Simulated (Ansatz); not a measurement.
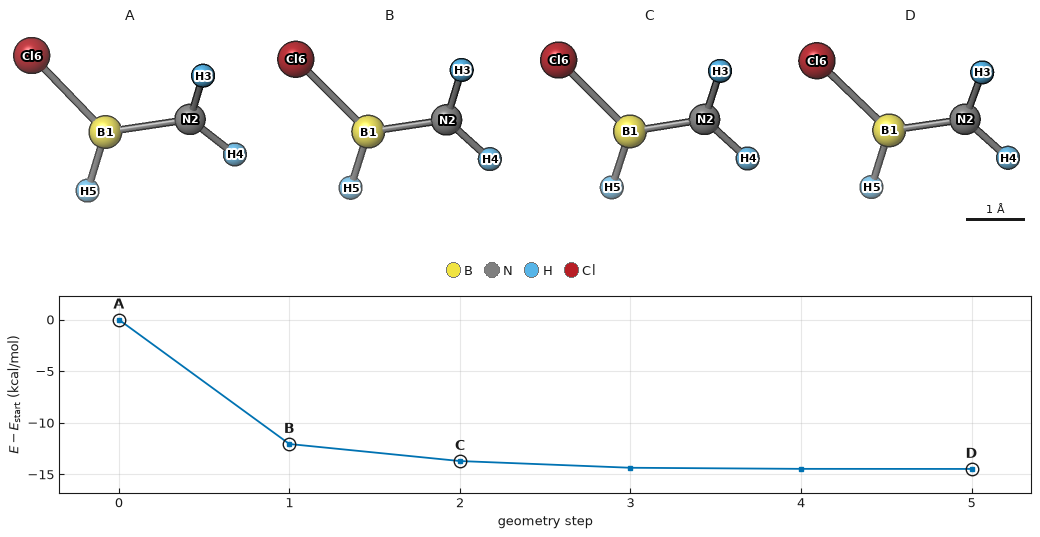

Frames of a relaxation of BNH3Cl, marked on the history of the run. A ball-and-stick model, seen at a tilt.

The run prepares the start of a later molecular dynamics calculation, from a guessed geometry.

These are results of Ansatz, RKS PBE-D4/def2-SVP, not measurements.

Input
```yaml
crystal:
  periodic: [false, false, false]
  atoms:
    - { symbol: B, position_ang: [0.0, 0.0, 0.0] }
    - { symbol: "N", position_ang: [0.0, 0.0, 1.55] }
    - { symbol: H, position_ang: [-0.877, -0.2713, 2.08] }
    - { symbol: H, position_ang: [0.877, 0.2713, 2.08] }
    - { symbol: H, position_ang: [1.0305, 0.0, -0.595] }
    - { symbol: Cl, position_ang: [-1.6108, 0.0, -0.93] }
basis:
  gaussian: { orbitals: def2-SVP }
hamiltonian:
  xc: pbe
  dispersion: d4
relax:
  f_tol: 0.02
  max_steps: 40
output:
  orbitals: {}
```

Command:
```bash
ansatz run input.yaml --threads 1 --pin off --max-ram 2048MiB --backend cpu --events-out ev --progress --plain --runs-dir out
```

Q: What happens along the run?

A: The atom that moves furthest after the best rigid fit is H4 (0.21 Å). By element the largest moves are H 0.21 Å, Cl 0.17 Å, N 0.09 Å, B 0.07 Å. Near-neighbour distances that change, for instance: B1–N2 1.550 → 1.395 Å, B1–Cl6 1.860 → 1.780 Å, N2–H3 1.060 → 1.021 Å, B1–H5 1.190 → 1.213 Å. Bond angles that change, for instance: H3–N2–H4 120.0° → 114.5°, B1–N2–H3 120.0° → 123.3°, B1–N2–H4 120.0° → 122.2°. The energy falls by 14.5 kcal/mol in 5 geometry steps. Largest force component: 3.7 eV/Å at the start, 0.011 eV/Å at the end. From step 0 to 1: H atoms move most (0.19 Å), energy −12.0 kcal/mol. From step 1 to 2: Cl6 moves most (0.05 Å), energy −1.65 kcal/mol. From step 2 to 5: H3 moves most (0.04 Å), energy −0.76 kcal/mol.

```csv
step,"E − E(0), kcal/mol","largest force component, eV/Å"
0,0.00,3.6987
1,-12.05,1.5489
2,-13.70,1.4643
3,-14.35,0.3242
4,-14.45,0.0657
5,-14.46,0.0111
```
